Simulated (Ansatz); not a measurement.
## Electronic structure of AlBClH₄ (charge −1) in real space

The calculation's input:

```
crystal:
  periodic: [false, false, false]
  atoms:
    - {symbol: Al, position_ang: [2.507816, 0.240096, 0.327159]}
    - {symbol: B, position_ang: [1.320654, 0.587193, -1.343629]}
    - {symbol: Cl, position_ang: [2.754442, -1.671585, 1.515850]}
    - {symbol: H, position_ang: [2.215867, 0.567445, -2.217207]}
    - {symbol: H, position_ang: [0.886371, 1.745614, -1.239330]}
    - {symbol: H, position_ang: [0.449518, -0.259196, -1.558201]}
    - {symbol: H, position_ang: [3.653439, 1.187555, 1.036490]}
basis:
  gaussian:
    orbitals: def2-TZVPD
total_charge: -1
hamiltonian:
  xc: pbe0
output: {forces: true, orbitals: {seedname: orbitals}}
```

Launched as:

```sh
ansatz run input.yaml --threads 2 --pin off --max-ram 4350MiB --events-out events.jsonl --progress --plain --runs-dir runs
```

Geometry: PBE-D3(BJ)/def2-SVPD.

These are results of Ansatz, isolated molecule in a Gaussian basis; Kohn-Sham density functional theory, functional PBE0, not measurements.

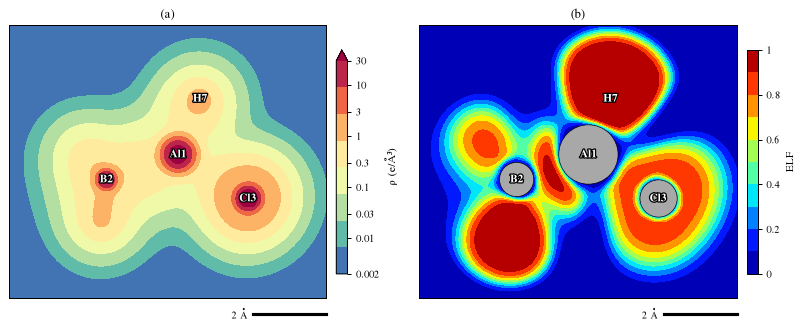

Figure 1. (a) electron density; (b) electron localisation function on the plane of atoms B2, Al1 and Cl3. Grey discs cover the atomic cores in the ELF map.

Q: Interpret the plot.

A: Atoms in the plane: Al, B, Cl and H. Al–B (2.08 Å): ρ at the midpoint is about 0.55 e/Å³; the ELF peaks at about 0.95 between the atoms: a shared electron pair. Al–Cl (2.26 Å): ρ at the midpoint is about 0.54 e/Å³; the ELF peaks at about 0.85 in the valence shell of Cl, 0.9 Å from its nucleus, and is about 0.80 at the midpoint. Al–H (1.65 Å): the density is about 0.49 e/Å³ at the midpoint; the ELF climbs to about 1 towards the hydrogen. The ELF also peaks beside Cl3, away from the bonds: lone-pair regions.

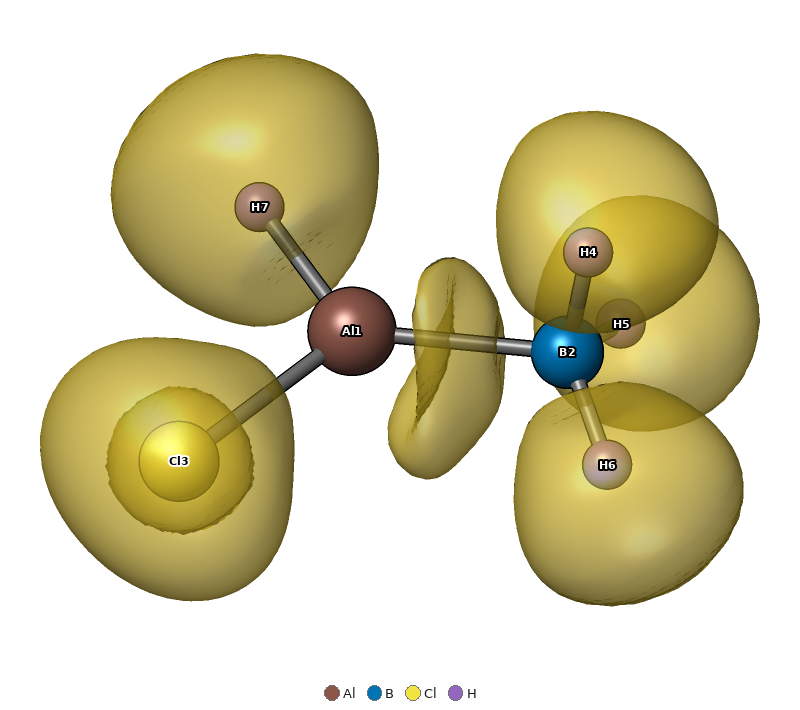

Figure 2. Isosurface of the electron localisation function at 0.75 (yellow), seen at a tilt. Only the valence region is drawn (cores and ρ < 0.01 e/Å³ removed).

Q: Identify the bonds, lone pairs and shells in this picture.

A: The surface consists of four regions around hydrogen nuclei, one region on Cl in which the atom's valence shell and bonds are merged and one region wrapped around Al (its valence shell).

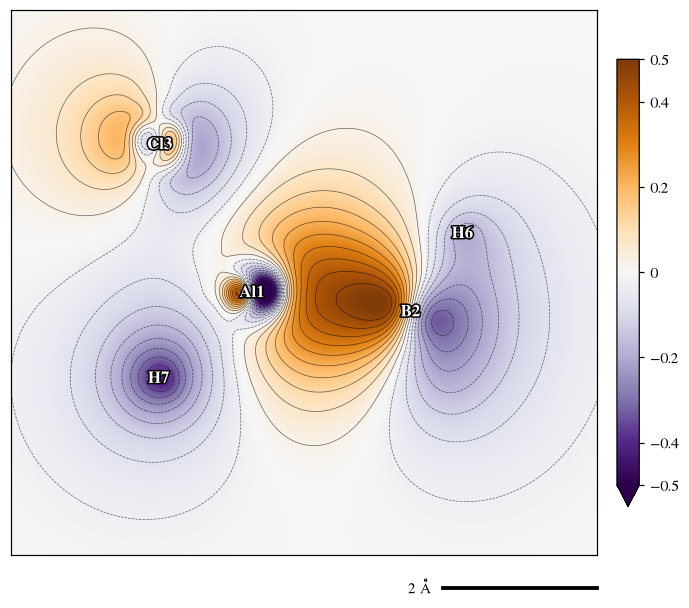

Figure 3. The HOMO on the plane of atoms Cl3, Al1 and H7 (values in Å⁻³ᐟ²; the overall sign is arbitrary).

Q: Describe this orbital and give its energy.

A: It lies mainly on B2 (about 35 %), Al1 (about 35 %), H7 (about 10 %), Cl3 (about 5 %) and H4 (about 5 %). Its energy is −1.60 eV.
